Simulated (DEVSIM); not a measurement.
Device: Si p+/n-/n+ power diode, at 300 K.

```tsv
layer (left to right)	material	thickness (μm)	Nd (cm⁻³)	Na (cm⁻³)	τn (s)	τp (s)
1	Si	1.40	-	9.2e18	0.00023	0.00023
2	Si	21.0	1.1e15	-	0.00023	0.00023
3	Si	1.30	1.8e18	-	0.00023	0.00023
```

Left contact: ohmic. Right contact: ohmic. Voltage is applied to the left contact. Recombination: SRH at mid-gap, radiative, Auger. Gap narrowing is on: ΔEg = 6.92 meV × (l + √(l² + 0.5)), l = ln(N/1.3e17 cm⁻³), shared equally by both band edges. Mobility is μmin + (μ − μmin)/(1 + (N/Nref)^α).

The device is made up for the run: typed textbook-type constants, with dimensions and the other settings drawn at random. Values at 300 K.

| parameter | Si |
|---|---|
| gap (eV) | 1.124 |
| affinity (eV) | 4.05 |
| permittivity | 11.7 |
| Nc (cm⁻³) | 2.86e19 |
| Nv (cm⁻³) | 3.1e19 |
| μn (cm²/Vs) | 1417 |
| μp (cm²/Vs) | 470 |
| μn,min | 52 |
| μp,min | 45 |
| Nref,n | 9.7e16 |
| Nref,p | 2.2e17 |
| αn | 0.68 |
| αp | 0.72 |
| B (cm³/s) | 4.7e-15 |
| Cn (cm⁶/s) | 2.8e-31 |
| Cp (cm⁶/s) | 9.9e-32 |

Simulated with DEVSIM: 1D drift-diffusion, Boltzmann statistics, complete ionisation; no tunnelling, impact ionisation, image-force lowering or self-heating.

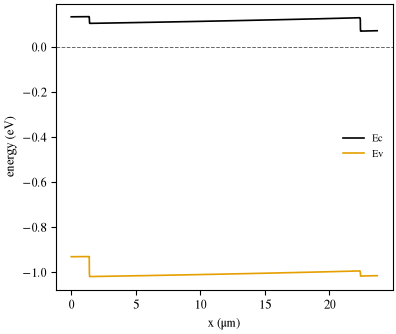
Fig. 1. Band edges at 0.9 V on the left contact

Energies count from the Fermi level of the right contact; mesh points crowd at the junctions.

```
x (μm)   Ec (eV)  Ev (eV)  n (cm⁻³)  p (cm⁻³)  field (V/cm)
-------  -------  -------  --------  --------  ------------
0.000      0.133   -0.931       130    9.2e18           ≈ 0
0.05010    0.133   -0.931    3.4e15    9.2e18           ≈ 0
0.2011     0.133   -0.931    1.4e16    9.2e18           ≈ 0
0.6297     0.134   -0.931    4.3e16    9.2e18           ≈ 0
1.242      0.134   -0.931    8.4e16    9.3e18           ≈ 0
1.362      0.134   -0.931    9.2e16    9.3e18           ≈ 0
1.404      0.122   -1.001    1.5e17    6.0e17        -35000
1.504      0.104   -1.019    3.0e17    3.0e17           ≈ 0
1.776      0.104   -1.019    3.0e17    3.0e17           ≈ 0
2.626      0.105   -1.018    2.9e17    2.9e17           ≈ 0
5.286      0.108   -1.016    2.8e17    2.8e17            10
15.97      0.120   -1.003    2.2e17    2.2e17            13
20.36      0.126   -0.997    2.0e17    2.0e17            14
21.76      0.128   -0.995    1.9e17    1.9e17            15
22.28      0.129   -0.995    1.9e17    1.9e17            15
22.38      0.128   -0.995    1.9e17    1.8e17         -1000
22.41      0.070   -1.017    1.9e18    7.8e16          -810
22.49      0.070   -1.017    1.9e18    7.3e16            13
22.85      0.070   -1.017    1.9e18    5.1e16            13
23.41      0.071   -1.016    1.8e18    1.8e16            14
23.62      0.071   -1.016    1.8e18    5.0e15            14
23.70      0.071   -1.016    1.8e18       270            14
```
